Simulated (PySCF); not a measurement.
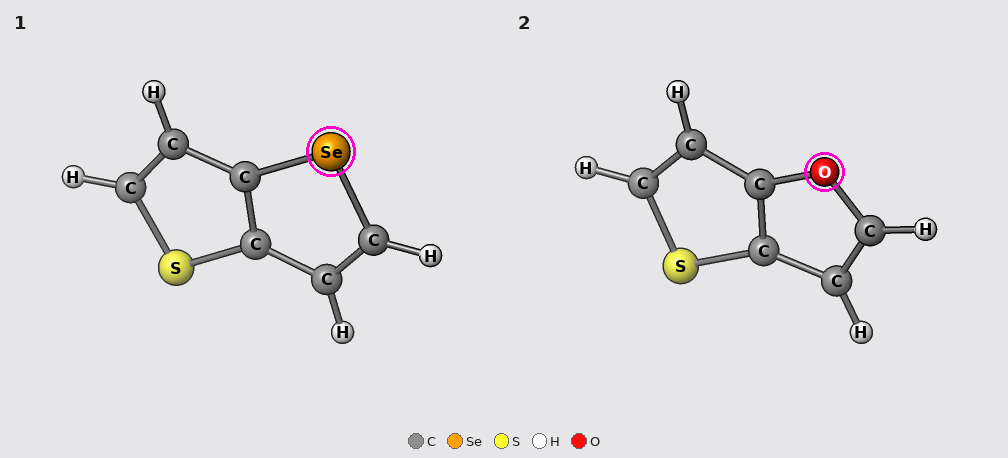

2 molecules with one skeleton, seen from the same side and at one scale; the atom that differs is circled. Charge 0, singlet. Computed geometries: PBE0-D3(BJ)/def2-SVP optimisations, one conformation each. Properties computed with PySCF 2.14.0.

One atom differs, called X below: Se in panel 1, O in panel 2. Their formulas are C6H4SSe (`c1cc2[se]ccc2s1`), C6H4OS (`c1cc2sccc2o1`).

In which is the mean static polarisability larger (CAM-B3LYP/def2-SVPD)?

In panel 1 (X = Se).

In which is the angle C–X–C larger (PBE0-D3(BJ)/def2-SVP)?

In panel 2 (X = O).

Give the values. With PBE0-D3(BJ)/def2-SVP: mean length of X–C (Å), angle C–X–C (°). With CAM-B3LYP/def2-SVPD: dipole moment (D), HOMO energy (Kohn–Sham orbital) (eV), HOMO–LUMO gap (eV), mean static polarisability (bohr³), lowest vertical singlet excitation (eV).

| quantity | 1 (Se) | 2 (O) | 2 − 1 |
| --- | --- | --- | --- |
| mean length of X–C (Å) | 1.867 | 1.352 | −0.515 |
| angle C–X–C (°) | 87.1 | 106.2 | +19.1 |
| dipole moment (D) | 0.14 | 0.19 | +0.05 |
| HOMO energy (Kohn–Sham orbital) (eV) | −7.47 | −7.49 | −0.02 |
| HOMO–LUMO gap (eV) | 7.48 | 7.87 | +0.39 |
| mean static polarisability (bohr³) | 110.0 | 86.4 | −23.6 |
| lowest vertical singlet excitation (eV) | 4.83 | 5.18 | +0.35 |
